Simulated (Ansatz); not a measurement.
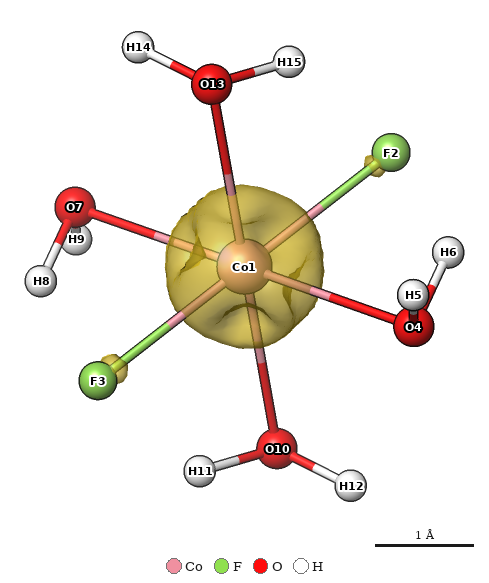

*CoF2H8O4 (quartet). Isosurface of the spin density at +0.2 e/Å³ (yellow), seen at a tilt.*

Geometry: r2SCAN-D4/def2-SVP; not at a stationary point (largest force 0.5 eV/Å).

Method: UKS PBE0-D4/def2-TZVP (Ansatz 0.2.0).

```xyz
15

Co    0.0005   -0.0017    0.0001
F     0.5609   -0.7302    1.7432
F    -0.5574    0.7272   -1.7438
O     2.1695    0.1777    0.1186
H     2.6477   -0.5018   -0.3766
H     1.9277   -0.2472    0.9920
O    -2.1695   -0.1737   -0.1191
H    -1.9252    0.2481   -0.9935
H    -2.6423    0.5109    0.3743
O     0.0610    2.1355    0.2071
H    -0.1475    2.0512   -0.7603
H     1.0101    2.3300    0.2407
O    -0.0657   -2.1386   -0.2060
H    -1.0151   -2.3318   -0.2374
H     0.1455   -2.0555    0.7608
```

Which atoms carry the spin?

The unpaired spin (3 electrons) lies mostly on Co1 (about 2.7), in electrons by Hirshfeld's partition.
